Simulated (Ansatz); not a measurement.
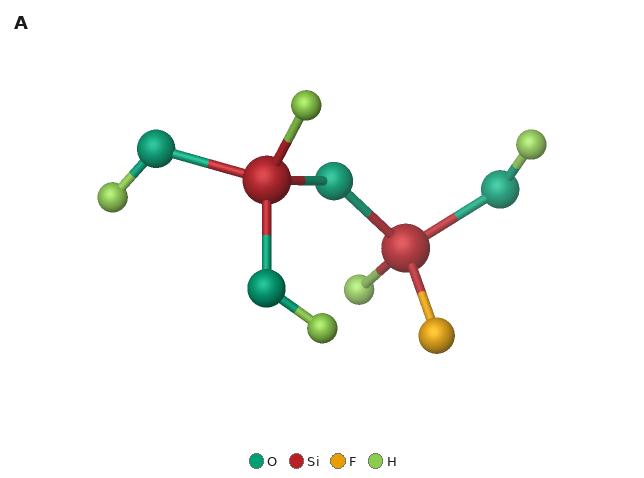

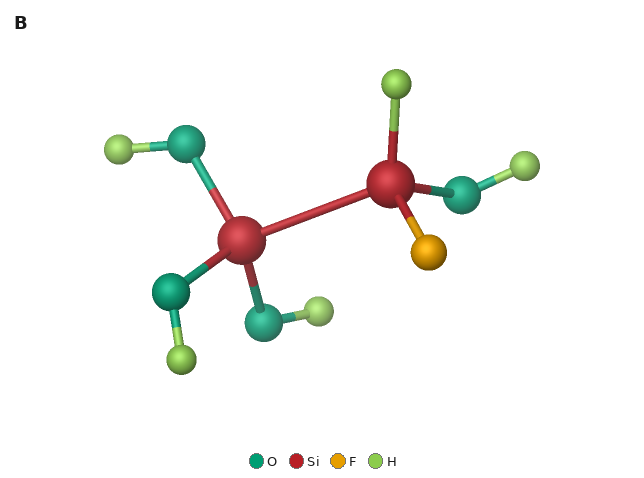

2 stationary structures of one formula. Geometries: PBE0-D4/def2-TZVP. Electronic energies: CCSD(T)/CBS (MP2 limit from def2-TZVPP and def2-QZVPP plus CCSD(T) − MP2) (Ansatz 0.2.0), without zero-point energy. No frequency run is at hand to confirm each as a minimum. Each is one conformer, not always the lowest.

Question: Which is lowest in energy, and by how much?

Answer: A is lowest; B lies 164.1 kJ/mol above it. A is `O[SiH](O)O[Si@@H](O)F`, B is `O[Si@H](F)[Si](O)(O)O`.
